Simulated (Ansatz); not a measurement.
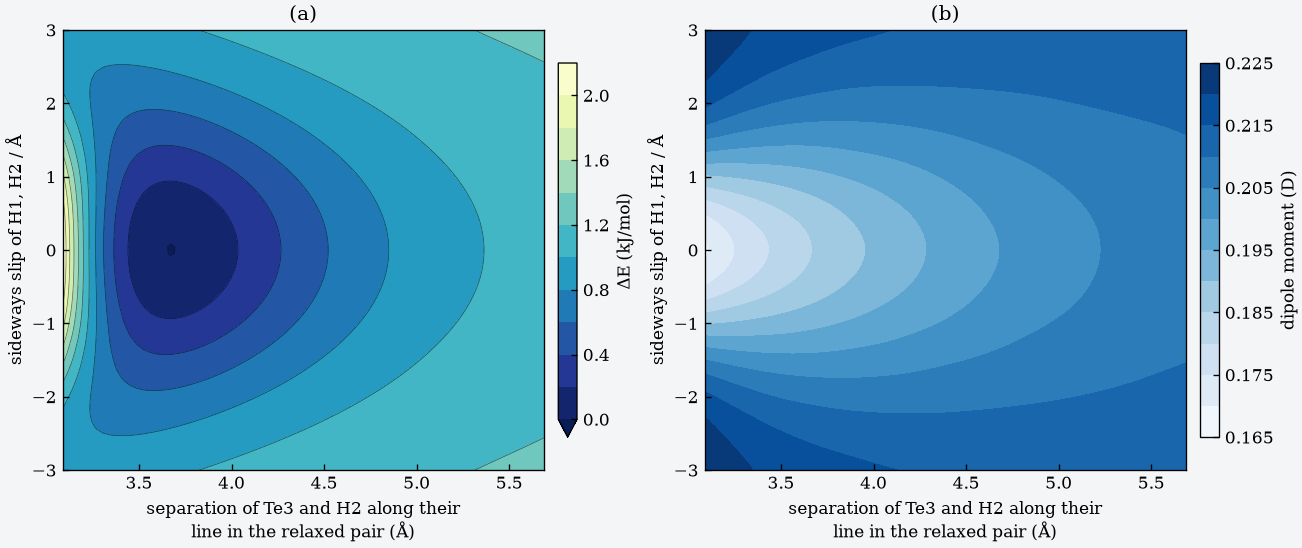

The pair H₂···H₂Te. The first coordinate is: separation of Te3 and H2 along their line in the relaxed pair; the second: sideways slip of H1, H2. Nothing is relaxed (both partners rigid). The scan uses a 13 × 13 grid. Points are written as (first, second). Energies are in kJ/mol, from the lowest grid point. These are results of RKS r2SCAN0-D4/def2-TZVPD in Ansatz 0.2.0, not measurements.

Panel (a) is the energy and panel (b) the computed dipole moment on the same grid.

In the figure: filled contours. Between grid points the surface is interpolated.

Q: How does the dipole moment vary over the map, and what is it at the lowest grid point?

A: Leaving out the highest fifth of the energies, it runs from 0.18 D at (3.298 Å, 0.0 Å) to 0.22 D at (3.087 Å, −3.0 Å). At the lowest grid point, (3.645 Å, 0.0 Å), it is 0.18 D.
